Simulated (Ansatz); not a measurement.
# Structural relaxation of glassy NaFeSi2O6 (180 atoms)

Aim: bring glassy NaFeSi2O6 (180 atoms) to a nearby minimum of the energy and see what moves.

Main program and level: Ansatz 0.2.0; Kohn-Sham DFT, PBE, PAW (set soft_2), plane waves.

**Experiments to compare with.** Gaussian fit of the first maximum of the total correlation function from room-temperature neutron diffraction (“Nature and distribution of iron sites in a sodium silicate glass   investigated by neutron diffraction and EPSR simulation”, 2008, arxiv:0805.1850): nearest Si–O distance 1.63 Å; number of O about Si 3.9; nearest Fe–O distance 1.89 Å (by neutron diffraction, T(r) peak position); nearest O–O distance 2.66 Å (by neutron diffraction, T(r) peak position); number of O about Fe 4.3 (by neutron diffraction with Fe isotope substitution, Gaussian fit).

## Step 1: The structure

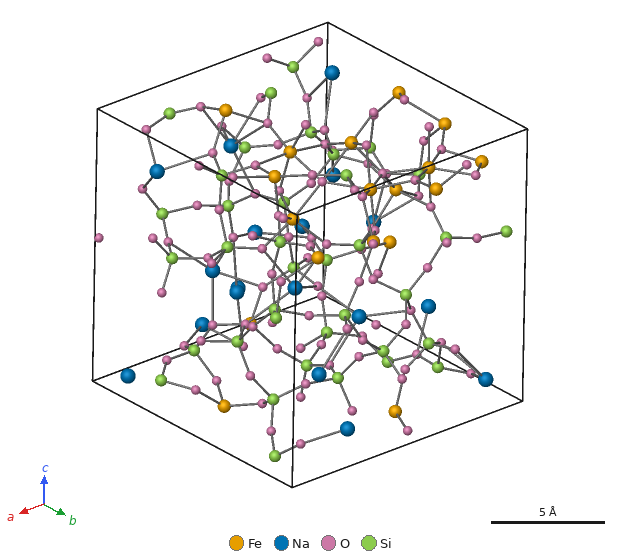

The cell as given, from a free direction (iron orange, sodium blue, oxygen pink, silicon green). Bonds to atoms that aren't drawn are left out. Some periodic images of atoms are drawn too.

The cell holds 180 atoms: 18 Fe, 18 Na, 108 O and 36 Si. Its edges and angles: a = 13.572 Å, b = 13.572 Å, c = 13.572 Å, α = 90.0°, β = 90.0°, γ = 90.0°. 180 atoms (18 Fe, 18 Na, 108 O, 36 Si) placed at random at 2.76 g/cm³, melted at 4500 K for 20 ps at fixed volume with the Morse and Coulomb pair potential with partial charges (Pedone, Malavasi, Menziani, Cormack and Segre, J. Phys. Chem. B 110, 11780 (2006)). Quenched from 4500 K to 300 K at 20 K/ps and fixed volume, held 5 ps. The starting density is a measured one.

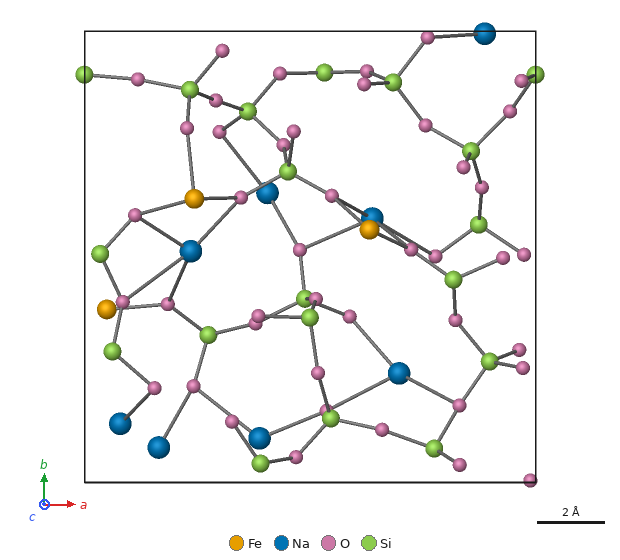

A slice 6 Å thick through the middle of the cell. Bonds to atoms that aren't drawn are left out.

Before any run, some limits are plain. The quench rate of 20 K/ps is orders of magnitude faster than experiment, which tends to freeze in extra defects. The starting topology of bonds comes from the classical model. Without a Hubbard term or exact exchange, open shells on Fe are likely too delocalised. Sampling is at Γ alone, for a cell whose shortest periodic width is 14 Å.

## Step 2: Single point at the start

A single point comes first, to see the forces before anything moves.

Contents of input.yaml:

```yaml
crystal:
  lattice:
    - [13.5721, 0.0, 0.0]
    - [0.0, 13.5721, 0.0]
    - [0.0, 0.0, 13.5721]
  atoms:
    - { symbol: Fe, position: [0.65332, 0.24316, 0.97933], spin: 5.0 }
    - { symbol: Fe, position: [0.01221, 0.604, 0.86716], spin: -5.0 }
    - { symbol: Fe, position: [0.85588, 0.94372, 0.77651], spin: -5.0 }
    - { symbol: Fe, position: [0.6826, 0.41708, 0.27276], spin: 5.0 }
    [... 170 atom lines left out ...]
    - { symbol: Si, position: [0.27406, 0.32685, 0.342] }
    - { symbol: Si, position: [0.36172, 0.82236, 0.43582] }
    - { symbol: Si, position: [0.99215, 0.33153, 0.13011] }
    - { symbol: Si, position: [0.69698, 0.01467, 0.89212] }
    - { symbol: Si, position: [0.45062, 0.68919, 0.59421] }
    - { symbol: Si, position: [0.87334, 0.57148, 0.32841] }
magnetization:
  spin_polarized: true
kpoints:
  mp_grid: { grid: [1, 1, 1] }
hamiltonian:
  xc: pbe
scf:
  occupations: { method: fermi_dirac, width: 0.025 }
  lower_state_search: "off"
output:
  forces: true
```

Command:

```console
$ ansatz run input.yaml --threads 8 --pin off --max-ram 15872MiB --backend cpu --events-out ev --progress --plain --runs-dir out
```

Run time: 4 min. Hardware: 8 threads of Arm Neoverse V2, shared host; peak memory 8.8 GiB; 31 min of CPU time.

The run gave:

```
free energy            : -191684.8802 eV
free energy per atom   : -1064.9160 eV/atom
SCF cycles             : 45
r.m.s. force component : 1.142 eV/Å
longest force          : 5.138 eV/Å
Fermi energy           : 5.1 eV
total moment           : -26.08 μB
absolute moment        : 82.07 μB
```

The r.m.s. force component of 1.1 eV/Å sets the starting point.

Neighbours are counted within 2.12 Å (O-Si), 2.62 Å (O-Fe), 2.73 Å (O-Na).

Length of the force by element and coordination:

```tsv
element	coordination	atoms	mean length of the force (eV/Å)	spread	least	most
Fe	all	18	1.39	0.353	0.776	1.98
Fe	4	2	1.25	0.0279	1.22	1.28
Fe	5	9	1.50	0.412	0.776	1.98
Fe	6	7	1.29	0.265	0.953	1.81
Na	all	18	0.570	0.216	0.154	0.996
Na	2	3	0.797	0.143	0.666	0.996
Na	3	10	0.505	0.173	0.154	0.802
Na	4	4	0.647	0.184	0.432	0.905
Na	6	1	0.220	0	0.220	0.220
O	all	108	1.79	0.941	0.301	5.04
O	2	40	1.68	0.679	0.366	3.76
O	3	55	1.83	1.02	0.301	5.04
O	4	13	1.94	1.20	0.428	4.21
Si	all	36	2.25	1.00	0.475	5.14
```

## Step 3: Relaxation

With the cell held, the atoms are moved downhill towards a nearby minimum.

Changes to input.yaml since step 2:

```diff
@@ -18 +18,4 @@
   forces: true
+relax:
+  f_tol: 0.05
+  max_steps: 66
```

It took 43 min on 8 threads; peak memory 8.8 GiB.

Relaxation path (22 of 24):

```tsv
step	energy less that of the first step (eV)	largest force component (eV/Å)
1	0.0000	4.1884
2	-7.2612	2.8338
3	-12.4027	0.7080
4	-13.3277	0.4530
5	-14.0095	0.2937
6	-14.2066	0.2716
8	-14.5124	0.4626
9	-14.6034	0.3333
10	-14.6779	0.2008
11	-14.8086	0.2621
12	-14.9389	0.4664
13	-15.0281	0.2992
14	-15.0698	0.2443
15	-15.0954	0.3597
16	-15.1572	0.1602
17	-15.1939	0.1733
19	-15.2209	0.0822
20	-15.2313	0.0732
21	-15.2369	0.0567
22	-15.2415	0.0648
23	-15.2457	0.0479
24	-15.2457	0.0477
```

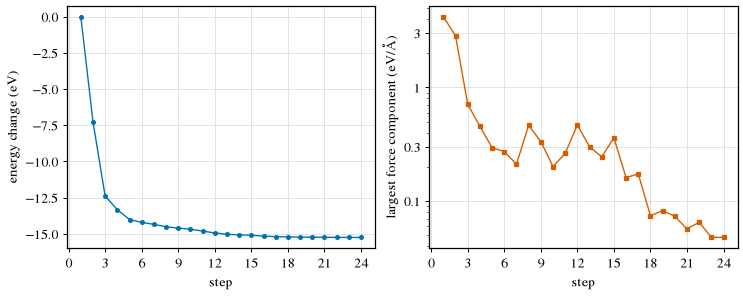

Energy and largest force along the relaxation.

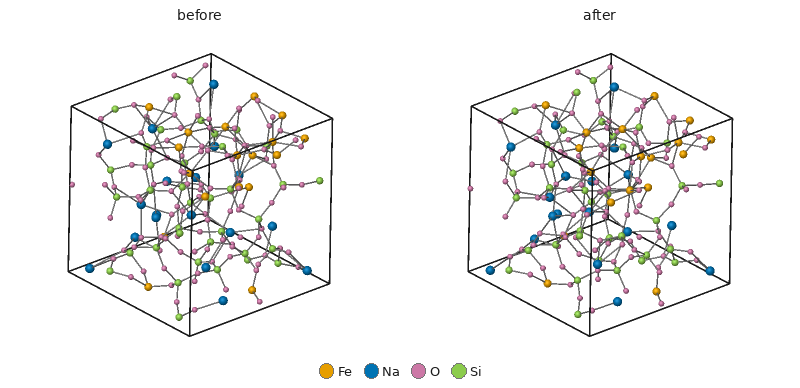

Before and after, at one scale. Bonds to atoms that aren't drawn are left out.

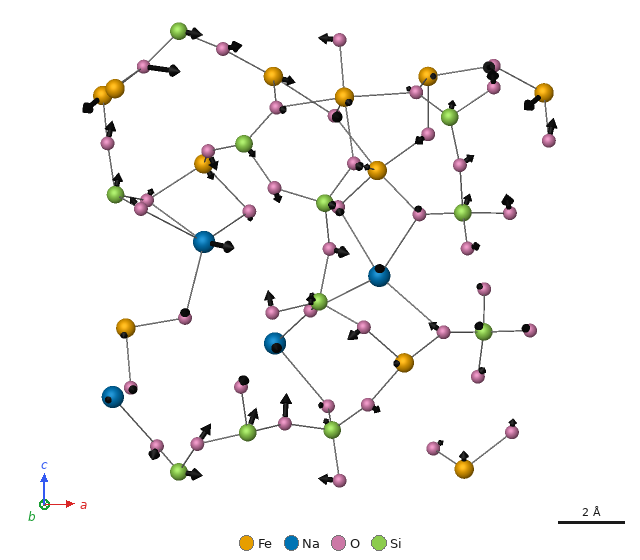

Displacements in the relaxation, exaggerated; the longest in the cell stands for 0.99 Å. Drawn is a slice 4 Å thick, seen along the normal of the ac plane.

The atoms that moved most (Å):

```tsv
atom	dx	dy	dz	length
O131	0.693	-0.708	-0.046	0.992
Na23	-0.285	0.601	0.734	0.990
Na24	0.496	-0.639	-0.059	0.811
O137	0.343	-0.682	-0.013	0.764
Fe5	0.588	-0.343	-0.236	0.720
Na30	0.236	-0.656	0.084	0.702
Fe3	-0.406	0.183	-0.538	0.698
O80	-0.079	0.665	-0.103	0.677
```

The relaxation changed the energy by -84.7 meV/atom, and atoms moved by 0.35 Å r.m.s., 0.99 Å at most.

## Step 4: Structure statistics after relaxation

Bonds before and after, by the cutoffs listed below:

```tsv
pair	bonds before	bonds after	mean before (Å)	mean after (Å)	spread before (Å)	spread after (Å)
O-Si	144	144	1.621	1.645	0.046	0.026
O-Fe	95	88	2.031	1.988	0.156	0.120
O-Na	76	84	2.552	2.493	0.215	0.179
```

Density 2.76 g/cm³, 13.89 Å³ an atom.

g(r), total and by pair (bins of 0.2 Å):

```tsv
r (Å)	total	O-O	O-Si	O-Fe	O-Na	Si-Si	Si-Fe
1.50	0.15	0.00	0.62	0.00	0.00	0.00	0.00
1.70	3.13	0.00	13.04	0.00	0.00	0.00	0.00
1.90	0.89	0.00	0.00	7.44	0.00	0.00	0.00
2.10	0.44	0.00	0.00	3.47	0.22	0.00	0.00
2.30	0.39	0.00	0.00	0.50	2.75	0.00	0.00
2.50	0.55	0.60	0.00	0.16	2.62	0.00	0.00
2.70	2.05	5.12	0.04	0.14	1.13	0.00	0.61
2.90	0.68	1.32	0.00	0.19	0.42	0.88	0.36
3.10	0.96	0.99	0.16	0.43	0.53	4.65	1.41
3.30	1.09	0.97	0.82	0.32	0.52	1.31	5.51
3.50	0.96	0.57	1.29	1.04	0.88	0.00	1.54
3.70	0.88	0.69	1.08	1.39	0.56	0.22	0.34
3.90	1.04	0.63	1.66	1.55	0.98	0.21	0.41
4.10	1.14	0.78	1.75	1.42	1.33	0.73	0.46
4.30	1.14	0.62	1.82	1.83	0.94	1.16	0.91
4.50	0.99	0.78	0.76	2.13	1.01	1.06	1.07
4.70	1.03	1.14	0.71	1.36	1.17	0.97	1.11
4.90	1.09	1.45	0.65	0.47	1.61	1.08	1.23
5.10	1.00	1.41	0.66	0.65	1.03	1.35	0.89
5.30	1.01	1.31	0.83	0.71	0.80	0.88	1.20
5.50	0.97	1.05	0.99	0.78	0.61	1.52	0.96
5.70	0.91	1.06	0.92	0.66	0.66	1.17	0.94
5.90	1.00	0.88	1.14	1.02	0.84	0.62	1.50
6.10	0.98	0.83	0.94	1.27	1.02	0.79	1.12
6.30	0.97	0.83	1.16	0.98	1.08	0.58	0.66
6.50	0.97	0.81	1.18	1.09	0.85	0.73	0.77
6.70	0.99	0.89	1.16	1.20	0.93	1.08	0.71
```

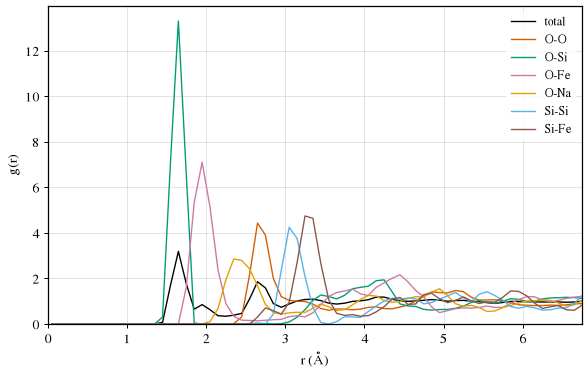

Pair distribution functions, lightly smoothed.

Bonds by pair of elements; cutoffs follow the first minimum of g(r), held within bounds set by covalent radii, and pairs that aren't listed don't count as bonded:

```tsv
pair A-B	cutoff (Å)	bonds	mean length (Å)	spread (Å)	shortest (Å)	B about A	A about B
O-Si	2.08	144	1.65	0.026	1.58	1.33	4
O-Fe	2.52	88	1.99	0.12	1.81	0.815	4.89
O-Na	2.98	84	2.49	0.179	2.16	0.778	4.67
```

How many atoms have how many bonded neighbours:

```tsv
element	mean	2	3	4	5	6	7
Fe	4.89	0	0	5	10	3	0
Na	4.67	1	1	5	8	2	1
O	2.93	26	65	16	1	0	0
Si	4	0	0	36	0	0	0
```

Bond angles, per cent of each kind in bins of 5°:

```tsv
angle (°)	O-Si-O	O-Fe-O	O-Na-O	Na-O-Si	Fe-O-Si
55–60	0.0	0.0	3.6	0.0	0.0
60–65	0.0	0.0	10.3	0.0	0.0
65–70	0.0	0.0	5.5	0.0	0.0
70–75	0.0	3.4	4.9	0.0	0.0
75–80	0.0	2.3	3.6	1.8	0.0
80–85	0.0	9.7	4.9	2.7	1.5
85–90	0.0	10.3	5.5	7.3	1.5
90–95	0.0	17.7	7.9	14.5	4.3
95–100	1.8	11.4	4.9	11.8	1.5
100–105	15.7	8.6	7.9	11.8	1.5
105–110	42.6	5.7	5.5	8.2	0.0
110–115	27.8	5.1	3.0	10.0	1.5
115–120	11.1	5.1	3.6	6.4	8.7
120–125	0.5	1.7	4.9	4.5	11.6
125–130	0.0	0.6	6.1	7.3	18.8
130–135	0.5	1.7	4.2	3.6	24.6
135–140	0.0	3.4	3.6	1.8	7.2
140–145	0.0	0.6	3.0	3.6	5.8
145–150	0.0	0.0	1.2	0.0	2.9
150–155	0.0	1.1	1.2	0.0	1.5
155–160	0.0	2.3	0.6	1.8	5.8
160–165	0.0	4.0	3.0	2.7	1.5
165–170	0.0	2.9	1.2	0.0	0.0
170–175	0.0	1.7	0.0	0.0	0.0
175–180	0.0	0.6	0.0	0.0	0.0
```

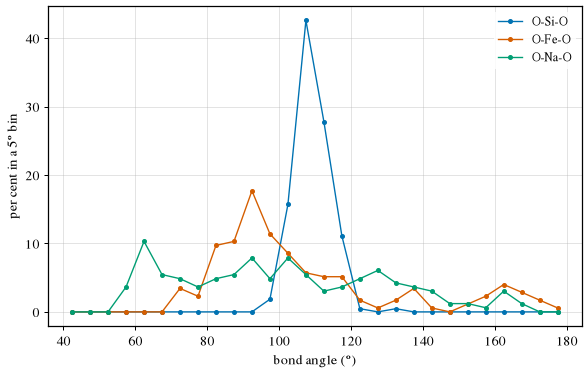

Distributions of the most common bond angles.

Bond angles (no mean is given where the spread exceeds 20°):

```tsv
angle	count	mean (°)	spread (°)
O-Si-O	216	109	4.5
O-Fe-O	175	-	-
O-Na-O	165	-	-
Na-O-Si	110	109	18.9
Fe-O-Si	69	128	15.9
```

Oxygen atoms by the number of network formers (Si, P, Ge, B, Al, As, Ga) bound to them:

```tsv
network formers bound to O	O atoms	per cent
0	7	6.5
1	58	53.7
2	43	39.8
```

Network units: each former by its oxygen neighbours and how many of them bridge to another former:

```tsv
former	O neighbours	bridging O	atoms
Si	4	1	8
Si	4	2	11
Si	4	3	12
Si	4	4	5
```

Bond length by coordination (bonds to H left out):

```tsv
element	coordination	atoms	mean bond length (Å)
Fe	4	5	1.90
Fe	5	10	2.00
Fe	6	3	2.05
Na	2	1	2.21
Na	3	1	2.41
Na	4	5	2.42
Na	5	8	2.53
Na	6	2	2.51
Na	7	1	2.61
O	2	26	1.68
O	3	65	1.97
O	4	16	2.17
O	5	1	2.38
```

Rings of the network by King's shortest-path rule, up to 12 atoms, one path for each pair of neighbours; H, halogens, alkali and alkaline-earth atoms are left out, and the last column divides by all other atoms, bonded or not:

```tsv
ring size (atoms)	rings	per network atom
4	14	0.086
6	22	0.136
8	51	0.315
10	51	0.315
12	20	0.123
```

First main peaks of g(r), for some of the pairs, lie near 2.7 Å (O-O), 1.6 Å (O-Si), 1.9 Å (O-Fe), 2.4 Å (O-Na), 3.1 Å (Si-Si) and 3.3 Å (Si-Fe). By these cutoffs 56 % of Fe atoms have 5, 44 % of Na atoms have 5, 60 % of O atoms have 3 and all Si atoms have 4 bonded neighbours. The O-Si-O angle averages 109° with a spread of 4°. Counting bonds to Si alone, not to Fe, 40 % of the oxygens join two of these atoms and 54 % one; 6 % join none. The commonest Si unit has 4 oxygens, 3 of them shared with other formers (12 of 36 atoms). Rings of 8 and 10 atoms are the most common (32 % each of those counted); sizes run from 4 to 12, where the search stops.

(Part 1 of 2 ends here.)

[Logs are printed without paths, hosts, clocks, repeated set-up lines and the standing remarks that a program may print on its own settings, such as how far it seeks lower states.]

[Hosts, paths, dates, database ids (printed as entryN), source tags and the programs' standing remarks are cut or masked in the printed files.]
